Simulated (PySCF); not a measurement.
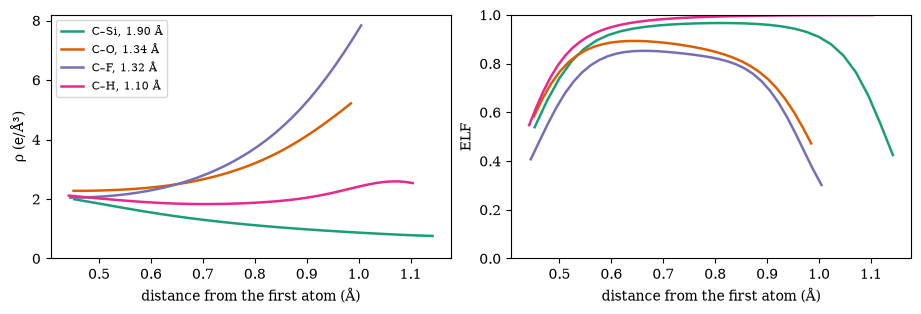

C2H7F3OSi2. Electron density and electron localisation function along straight lines between neighbouring atoms. The curves leave out the atomic cores.

Geometry: PBE0-D3(BJ)/def2-SVP.

The calculation used PBE0/pcSseg-1, SCF density, gas phase, non-relativistic in PySCF.

```xyz
15

F     2.1761   -1.5483    0.0862
C     2.1006   -0.3010   -0.3939
F     1.9861   -0.4140   -1.7231
F     3.2266    0.3258   -0.1197
O     1.0907    0.3875    0.1441
C    -0.2407   -0.1473   -0.0719
Si   -0.9751   -0.6117    1.6218
Si   -1.2246    1.1440   -1.0669
H    -0.1875   -1.0687   -0.6777
H    -1.1497    0.6182    2.4477
H    -2.3066   -1.2482    1.3877
H    -0.0636   -1.5658    2.3161
H    -1.3806    2.3846   -0.2535
H    -2.5724    0.5772   -1.3739
H    -0.4947    1.4504   -2.3305
```

What can be read from the curves?

Answer. C–Si (1.90 Å): the density is about 0.92 e/Å³ at the midpoint; the ELF peaks at about 0.95 between the atoms (a shared electron pair).
C–O (1.34 Å): the density is about 2.5 e/Å³ at the midpoint; the ELF peaks at about 0.90 between the atoms (a shared but strongly polarised pair).
C–F (1.32 Å): ρ is about 2.5 e/Å³ halfway; the ELF peaks at about 0.85 between the atoms (a polar covalent bond).
C–H (1.10 Å): ρ is about 1.9 e/Å³ halfway; the ELF climbs to about 1 towards the hydrogen, as it does in any bond to H: an ordinary covalent bond to hydrogen.
